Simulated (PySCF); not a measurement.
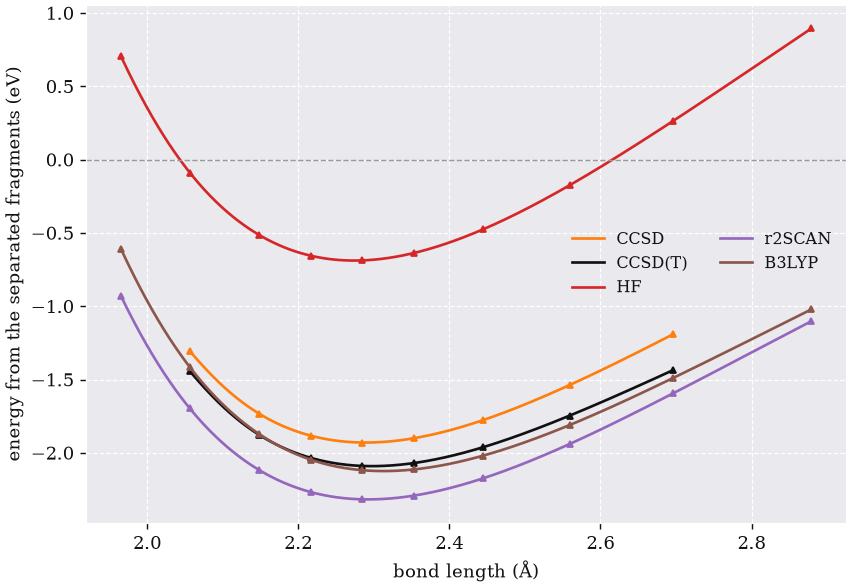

Bond curves of Br₂, singlet, def2-TZVPPD (non-relativistic), PySCF 2.14.0: energy from the separated fragments (atoms in their ground configurations, no counterpoise). One reference determinant with the occupation held, the lowest that a PBE0 search over spins and occupations found; no spin-orbit coupling. Splines pass through the computed points, which are marked. References: UKS for r2SCAN and B3LYP; RHF for HF, CCSD and CCSD(T). With r2SCAN, B3LYP and HF the solution stays closed-shell at all points drawn; such a solution can't reach the open-shell fragments at long range. Where a curve rises through zero (HF), the held determinant is heading for a higher limit than these fragments.

> Order the curves at 2.70 Å.

r2SCAN −1.59, B3LYP −1.49, CCSD(T) −1.44, CCSD −1.19, HF 0.26 eV, from lowest to highest.

> Give the values at the computed points that all curves share.

In eV:
```tsv
bond length (Å)	CCSD	CCSD(T)	HF	r2SCAN	B3LYP
2.06	−1.31	−1.44	−0.09	−1.70	−1.42
2.15	−1.73	−1.88	−0.51	−2.12	−1.87
2.22	−1.88	−2.03	−0.66	−2.27	−2.05
2.29	−1.93	−2.09	−0.69	−2.32	−2.12
2.35	−1.90	−2.07	−0.64	−2.29	−2.11
2.45	−1.78	−1.96	−0.47	−2.17	−2.02
2.56	−1.54	−1.75	−0.17	−1.94	−1.81
2.70	−1.19	−1.44	0.26	−1.59	−1.49
```

Limits of at least one run: no scalar relativity; spin-orbit coupling is left out; it can lower the fragment Br more than the molecule, and De with it.
